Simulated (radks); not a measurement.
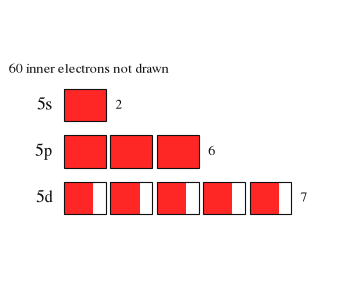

The outer shells as the input fills them: a box for each of the 2l + 1 orbitals, shaded by the share of the shell that is filled, with the electron count at the right.

## Atomic calculation, with input and output: Pt³⁺

System: the platinum ion Pt³⁺ in the configuration [Xe] 4f14 5d7 (5d3/2: 4, 5d5/2: 3).
Method: Dirac Kohn-Sham, PBE, spin-unpolarised, spherical densities, point nucleus (the in-house radial solver radks).

## The input
```
Z 78
configuration [Xe] 4f14 5d7
relativity Dirac
functional pbe,pbe
spin unpolarised
j_filling energy
nucleus point
c 137.035999084
mesh_step 0.003
max_iterations 84
```

Energies in input and log are in hartree, lengths in bohr.

The run was one of a batch that the task file lists, launched with:
```bash
python <driver script> task.json out
```

## Log
```
1s1/2   1   2.0000       -2879.30451363
2s1/2   1   2.0000        -506.47965311
2p1/2   1   2.0000        -485.40859503
2p3/2   1   4.0000        -421.86048968
3s1/2   1   2.0000        -119.94559101
3p1/2   1   2.0000        -110.50488950
3p3/2   1   4.0000         -96.53501752
3d3/2   1   4.0000         -80.84854377
3d5/2   1   6.0000         -77.83818174
4s1/2   1   2.0000         -26.78818488
4p1/2   1   2.0000         -22.78520579
4p3/2   1   4.0000         -19.45826585
4d3/2   1   4.0000         -12.91117139
4d5/2   1   6.0000         -12.29258113
4f5/2   1   6.0000          -3.93039502
4f7/2   1   8.0000          -3.80337952
5s1/2   1   2.0000          -5.01484910
5p1/2   1   2.0000          -3.73353593
5p3/2   1   4.0000          -3.17573682
5d3/2   1   4.0000          -1.45365616
5d5/2   1   3.0000          -1.39353663
Etot -18444.574061552314
Ekin 21111.821537728814
Encl -46290.87622483991
Eh 7090.590773572789
Exc -356.1101480140107
err 8.889210991245768e-09
it 15
```

## What the run reported

| quantity | value |
| --- | --- |
| outcome | converged |
| total energy | −18444.5741 hartree |
| kinetic energy | 21111.8215 hartree |
| electron–nucleus energy | −46290.8762 hartree |
| Hartree energy | 7090.5908 hartree |
| exchange–correlation energy | −356.110148 hartree |
| radius at density 0.001 e/bohr³ | 3.33 bohr |
| SCF iterations | 15 |
| hardware | 1 thread of Arm Neoverse N1, 40 GiB of memory available, shared host |
| wall time | 0.6 s |

## What is odd here

A numerical setting was moved from its usual value: mesh step h = 0.003. The program ran to the end, and its total energy equals that of the same run with the usual input (−18444.57406 hartree) within 10⁻⁵ hartree, so the oddity leaves no trace in it.
